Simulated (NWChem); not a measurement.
# Energy and gradient calculation of C2H5Al (part 2 of 3)

C2H5Al, SMILES C=[CH][AlH2]; MP2/def2-SVPD, RHF (NWChem 7.3.0). The geometry comes from this level: PBE0-D4/def2-TZVP.

Geometry of the input (Å):
```
C  -1.0299  0.8292  -0.3570
C  0.1990  0.6510  0.1381
Al 0.9308  -1.1393  0.2620
H  -1.6369  -0.0086  -0.6955
H  -1.4950  1.8093  -0.4519
H  0.7356  1.5461  0.4527
H  2.3840  -1.4179  0.8377
H  0.0044  -2.3270  -0.2419
```

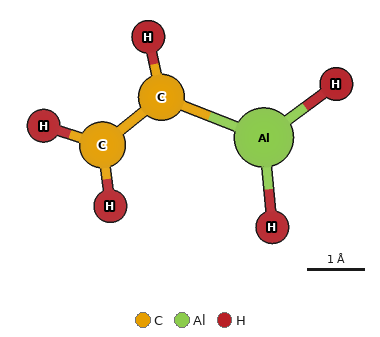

Fig. 1: The structure as given in the input (ball-and-stick view, seen on its broad side). Sticks mark near contacts.

Log, continued
```
 Vector   12  Occ=2.000000D+00  E=-5.238980D-01
              MO Center=  3.9D-01, -6.4D-01,  8.5D-02, r^2= 4.6D+00
   Bfn.  Coefficient  Atom+Function         Bfn.  Coefficient  Atom+Function
  ----- ------------  ---------------      ----- ------------  ---------------
    43      0.368670  3 Al s                 42      0.229143  3 Al s
    65     -0.214227  4 H  s                  6      0.206199  1 C  py
    89      0.204613  7 H  s                 97      0.200489  8 H  s
    81     -0.179294  6 H  s                 74      0.154091  5 H  s
    73      0.150552  5 H  s

 Vector   13  Occ=2.000000D+00  E=-4.243525D-01
              MO Center=  1.0D+00, -1.7D+00,  2.4D-01, r^2= 2.7D+00
   Bfn.  Coefficient  Atom+Function         Bfn.  Coefficient  Atom+Function
  ----- ------------  ---------------      ----- ------------  ---------------
    97      0.325462  8 H  s                 89     -0.293715  7 H  s
    98      0.275246  8 H  s                 90     -0.250462  7 H  s
    49     -0.193016  3 Al px

 Vector   14  Occ=2.000000D+00  E=-4.170097D-01
              MO Center=  4.0D-01, -5.0D-02,  1.5D-01, r^2= 3.4D+00
   Bfn.  Coefficient  Atom+Function         Bfn.  Coefficient  Atom+Function
  ----- ------------  ---------------      ----- ------------  ---------------
    26      0.363460  2 C  py                29      0.245987  2 C  py
    50     -0.204810  3 Al py                81      0.182990  6 H  s
    23     -0.178735  2 C  s                 73     -0.178285  5 H  s
    89      0.173496  7 H  s                 66      0.161343  4 H  s
    90      0.151982  7 H  s

 Vector   15  Occ=2.000000D+00  E=-3.827500D-01
              MO Center= -3.6D-01,  6.8D-01, -9.4D-02, r^2= 1.7D+00
   Bfn.  Coefficient  Atom+Function         Bfn.  Coefficient  Atom+Function
  ----- ------------  ---------------      ----- ------------  ---------------
     7      0.340076  1 C  pz                27      0.339162  2 C  pz
    30      0.260172  2 C  pz                10      0.206357  1 C  pz

 Vector   16  Occ=0.000000D+00  E= 4.767128D-02
              MO Center=  8.4D-01, -9.5D-01,  2.4D-01, r^2= 5.1D+00
   Bfn.  Coefficient  Atom+Function         Bfn.  Coefficient  Atom+Function
  ----- ------------  ---------------      ----- ------------  ---------------
    54      0.781814  3 Al pz                52     -0.324961  3 Al px
     7     -0.180282  1 C  pz                51      0.180897  3 Al pz
    10     -0.161789  1 C  pz

 Vector   17  Occ=0.000000D+00  E= 6.379588D-02
              MO Center=  1.1D+00, -1.3D+00,  3.1D-01, r^2= 1.5D+01
   Bfn.  Coefficient  Atom+Function         Bfn.  Coefficient  Atom+Function
  ----- ------------  ---------------      ----- ------------  ---------------
    44      4.312151  3 Al s                 45     -4.131651  3 Al s
    74      1.432355  5 H  s                 82     -0.984712  6 H  s
    66     -0.964100  4 H  s                 16      0.666404  1 C  d -2
    36      0.571912  2 C  d -2              24      0.420137  2 C  s
    23      0.408488  2 C  s                 98     -0.336487  8 H  s

 Vector   18  Occ=0.000000D+00  E= 1.089280D-01
              MO Center=  8.8D-01, -1.3D+00,  2.3D-01, r^2= 1.4D+01
   Bfn.  Coefficient  Atom+Function         Bfn.  Coefficient  Atom+Function
  ----- ------------  ---------------      ----- ------------  ---------------
    24      4.142428  2 C  s                 74     -3.070874  5 H  s
     4      2.724109  1 C  s                 82     -1.956889  6 H  s
    45     -1.608333  3 Al s                  3      1.443946  1 C  s
    53     -1.158972  3 Al py                66     -1.086790  4 H  s
    44     -0.981009  3 Al s                 52      0.873059  3 Al px

 Vector   19  Occ=0.000000D+00  E= 1.226474D-01
              MO Center= -9.1D-01,  8.0D-01, -3.2D-01, r^2= 1.2D+01
   Bfn.  Coefficient  Atom+Function         Bfn.  Coefficient  Atom+Function
  ----- ------------  ---------------      ----- ------------  ---------------
     4      7.514655  1 C  s                 24     -6.944727  2 C  s
    74     -4.082571  5 H  s                 66     -3.754799  4 H  s
    82      2.223142  6 H  s                  3      1.914612  1 C  s
    44      1.787122  3 Al s                  8     -1.162784  1 C  px
    20     -0.997195  1 C  d  2              23      0.995550  2 C  s

 Vector   20  Occ=0.000000D+00  E= 1.251906D-01
              MO Center=  2.2D-01, -6.0D-01,  7.5D-03, r^2= 8.3D+00
   Bfn.  Coefficient  Atom+Function         Bfn.  Coefficient  Atom+Function
  ----- ------------  ---------------      ----- ------------  ---------------
    61      0.506583  3 Al d -1              62      0.448396  3 Al d  0
    63     -0.324587  3 Al d  1              54     -0.305262  3 Al pz
    60     -0.280646  3 Al d -2              27      0.184421  2 C  pz
    88      0.178274  6 H  pz                10     -0.170182  1 C  pz
     7     -0.162892  1 C  pz                30      0.162005  2 C  pz

 Vector   21  Occ=0.000000D+00  E= 1.263692D-01
              MO Center=  1.1D+00, -1.2D+00,  3.6D-01, r^2= 9.5D+00
   Bfn.  Coefficient  Atom+Function         Bfn.  Coefficient  Atom+Function
  ----- ------------  ---------------      ----- ------------  ---------------
    24      1.565227  2 C  s                  3     -1.363405  1 C  s
    45     -1.308252  3 Al s                 63      0.765626  3 Al d  1
    82     -0.666428  6 H  s                 62      0.590796  3 Al d  0
    44      0.583991  3 Al s                 23      0.503815  2 C  s
    53     -0.439364  3 Al py                 8     -0.371274  1 C  px

 Vector   22  Occ=0.000000D+00  E= 1.505616D-01
              MO Center=  4.9D-01,  4.9D-01,  2.4D-01, r^2= 1.2D+01
   Bfn.  Coefficient  Atom+Function         Bfn.  Coefficient  Atom+Function
  ----- ------------  ---------------      ----- ------------  ---------------
    82      4.737076  6 H  s                 24     -3.907606  2 C  s
    23     -1.306635  2 C  s                 87     -1.256058  6 H  py
    44      1.006522  3 Al s                  3     -0.963365  1 C  s
    52     -0.936827  3 Al px                64      0.918193  3 Al d  2
    28     -0.769522  2 C  px                36     -0.724734  2 C  d -2

 Vector   23  Occ=0.000000D+00  E= 1.628858D-01
              MO Center=  9.3D-01, -9.0D-01,  2.9D-01, r^2= 9.8D+00
   Bfn.  Coefficient  Atom+Function         Bfn.  Coefficient  Atom+Function
  ----- ------------  ---------------      ----- ------------  ---------------
    63      0.804349  3 Al d  1              62     -0.661336  3 Al d  0
    64      0.421999  3 Al d  2              80     -0.236164  5 H  pz
    61      0.226389  3 Al d -1               7     -0.199568  1 C  pz
    96      0.174582  7 H  pz                39     -0.165459  2 C  d  1

 Vector   24  Occ=0.000000D+00  E= 1.726230D-01
              MO Center=  1.3D+00, -1.6D+00,  3.7D-01, r^2= 1.2D+01
   Bfn.  Coefficient  Atom+Function         Bfn.  Coefficient  Atom+Function
  ----- ------------  ---------------      ----- ------------  ---------------
    24      6.465034  2 C  s                  4     -4.162891  1 C  s
    44     -2.485702  3 Al s                  3     -1.393065  1 C  s
    64      1.309493  3 Al d  2              74      1.309744  5 H  s
    60     -1.125077  3 Al d -2              82     -1.125381  6 H  s
    66      1.114303  4 H  s                 53     -1.098146  3 Al py

 Vector   25  Occ=0.000000D+00  E= 1.909288D-01
              MO Center=  2.9D-01, -4.3D-01,  6.7D-02, r^2= 1.0D+01
   Bfn.  Coefficient  Atom+Function         Bfn.  Coefficient  Atom+Function
  ----- ------------  ---------------      ----- ------------  ---------------
    61      1.029032  3 Al d -1              54      0.576564  3 Al pz
    60     -0.412042  3 Al d -2              10     -0.364518  1 C  pz
    37      0.361281  2 C  d -1              19      0.295143  1 C  d  1
    18     -0.284012  1 C  d  0              39      0.281345  2 C  d  1
    27     -0.239132  2 C  pz                52     -0.238977  3 Al px

 Vector   26  Occ=0.000000D+00  E= 2.092088D-01
              MO Center= -3.5D-02, -5.0D-01, -7.7D-02, r^2= 1.2D+01
   Bfn.  Coefficient  Atom+Function         Bfn.  Coefficient  Atom+Function
  ----- ------------  ---------------      ----- ------------  ---------------
    74     -3.093244  5 H  s                  4      2.836245  1 C  s
     3      2.475483  1 C  s                 52      2.478670  3 Al px
    24     -2.095651  2 C  s                 98      1.721871  8 H  s
    90     -1.632689  7 H  s                 82      1.568300  6 H  s
    23     -1.416094  2 C  s                 54      1.069052  3 Al pz

 Vector   27  Occ=0.000000D+00  E= 2.265073D-01
              MO Center= -2.9D-01, -2.4D-01, -1.5D-01, r^2= 1.3D+01
   Bfn.  Coefficient  Atom+Function         Bfn.  Coefficient  Atom+Function
  ----- ------------  ---------------      ----- ------------  ---------------
    66      6.687044  4 H  s                 82      5.507852  6 H  s
    44     -4.904471  3 Al s                 74     -4.628742  5 H  s
    23     -2.954798  2 C  s                 53     -2.407999  3 Al py
    16     -2.334073  1 C  d -2              79      1.967989  5 H  py
    36     -1.841833  2 C  d -2              24      1.545428  2 C  s

 Vector   28  Occ=0.000000D+00  E= 2.472043D-01
              MO Center= -9.7D-02,  3.6D-01, -1.4D-02, r^2= 9.1D+00
   Bfn.  Coefficient  Atom+Function         Bfn.  Coefficient  Atom+Function
  ----- ------------  ---------------      ----- ------------  ---------------
    44      4.831277  3 Al s                 24     -3.987339  2 C  s
     3      3.180760  1 C  s                 82      1.427201  6 H  s
    90     -1.246328  7 H  s                 45     -1.213332  3 Al s
    98     -1.161797  8 H  s                 23     -0.876324  2 C  s
    79      0.839799  5 H  py                 8      0.602348  1 C  px

 Vector   29  Occ=0.000000D+00  E= 2.683917D-01
              MO Center=  6.1D-01, -4.2D-01,  2.0D-01, r^2= 1.1D+01
   Bfn.  Coefficient  Atom+Function         Bfn.  Coefficient  Atom+Function
  ----- ------------  ---------------      ----- ------------  ---------------
    44      6.026544  3 Al s                 24     -3.985764  2 C  s
    53      2.929536  3 Al py                74      2.701157  5 H  s
    23     -2.489526  2 C  s                 66     -1.952536  4 H  s
    45     -1.632441  3 Al s                 16      1.551825  1 C  d -2
    36      1.328250  2 C  d -2              20      1.234367  1 C  d  2

 Vector   30  Occ=0.000000D+00  E= 2.861373D-01
              MO Center= -4.5D-01,  4.3D-01, -1.5D-01, r^2= 8.9D+00
   Bfn.  Coefficient  Atom+Function         Bfn.  Coefficient  Atom+Function
  ----- ------------  ---------------      ----- ------------  ---------------
    24      7.023559  2 C  s                 44     -4.127509  3 Al s
    23     -4.001338  2 C  s                 66      3.405702  4 H  s
    74     -3.085554  5 H  s                  3      2.584977  1 C  s
    53     -2.370254  3 Al py                 4     -2.249931  1 C  s
    16     -2.182116  1 C  d -2              52      1.939873  3 Al px

 Vector   31  Occ=0.000000D+00  E= 2.868701D-01
              MO Center= -2.1D-01,  1.5D+00,  5.0D-02, r^2= 6.6D+00
   Bfn.  Coefficient  Atom+Function         Bfn.  Coefficient  Atom+Function
  ----- ------------  ---------------      ----- ------------  ---------------
    80      0.907873  5 H  pz                88      0.795011  6 H  pz
    10     -0.481289  1 C  pz                78     -0.399943  5 H  px
    30     -0.337212  2 C  pz                86     -0.317871  6 H  px
    61     -0.305657  3 Al d -1              72     -0.205147  4 H  pz
     8      0.192793  1 C  px                17     -0.164874  1 C  d -1

 Vector   32  Occ=0.000000D+00  E= 2.881200D-01
              MO Center=  9.9D-01, -1.8D+00,  2.1D-01, r^2= 1.0D+01
   Bfn.  Coefficient  Atom+Function         Bfn.  Coefficient  Atom+Function
  ----- ------------  ---------------      ----- ------------  ---------------
    44      4.855832  3 Al s                 24      4.741324  2 C  s
    45     -4.032058  3 Al s                 53     -2.896281  3 Al py
    98     -2.151749  8 H  s                 90     -1.635902  7 H  s
    82     -1.315337  6 H  s                  3     -1.149398  1 C  s
    64      0.984078  3 Al d  2             103     -0.827341  8 H  py

 Vector   33  Occ=0.000000D+00  E= 3.122526D-01
              MO Center=  3.2D-01, -6.4D-01,  5.8D-02, r^2= 1.1D+01
   Bfn.  Coefficient  Atom+Function         Bfn.  Coefficient  Atom+Function
  ----- ------------  ---------------      ----- ------------  ---------------
    82      5.125822  6 H  s                 66      3.792843  4 H  s
    74     -3.554118  5 H  s                 44     -2.706186  3 Al s
    45      2.511779  3 Al s                 23     -2.211821  2 C  s
    24     -2.167893  2 C  s                 36     -1.848410  2 C  d -2
     3     -1.834858  1 C  s                 16     -1.670032  1 C  d -2

 Vector   34  Occ=0.000000D+00  E= 3.398673D-01
              MO Center=  4.0D-01,  7.9D-01,  2.3D-01, r^2= 9.3D+00
   Bfn.  Coefficient  Atom+Function         Bfn.  Coefficient  Atom+Function
  ----- ------------  ---------------      ----- ------------  ---------------
    24      7.158579  2 C  s                  4     -5.349935  1 C  s
     3      5.146158  1 C  s                 23     -4.652759  2 C  s
    44     -3.065174  3 Al s                 40     -1.681082  2 C  d  2
    82     -1.683551  6 H  s                 74      1.653898  5 H  s
    87     -1.574570  6 H  py                 8      1.145949  1 C  px

 Vector   35  Occ=0.000000D+00  E= 3.519584D-01
              MO Center= -6.4D-01, -2.9D-01, -3.0D-01, r^2= 8.5D+00
   Bfn.  Coefficient  Atom+Function         Bfn.  Coefficient  Atom+Function
  ----- ------------  ---------------      ----- ------------  ---------------
    72      1.775377  4 H  pz                54     -1.362097  3 Al pz
    88      1.057796  6 H  pz                17      0.871901  1 C  d -1
    37     -0.863324  2 C  d -1              70     -0.750038  4 H  px
    80     -0.726458  5 H  pz                10     -0.587325  1 C  pz
    96      0.536423  7 H  pz                52      0.513735  3 Al px
```
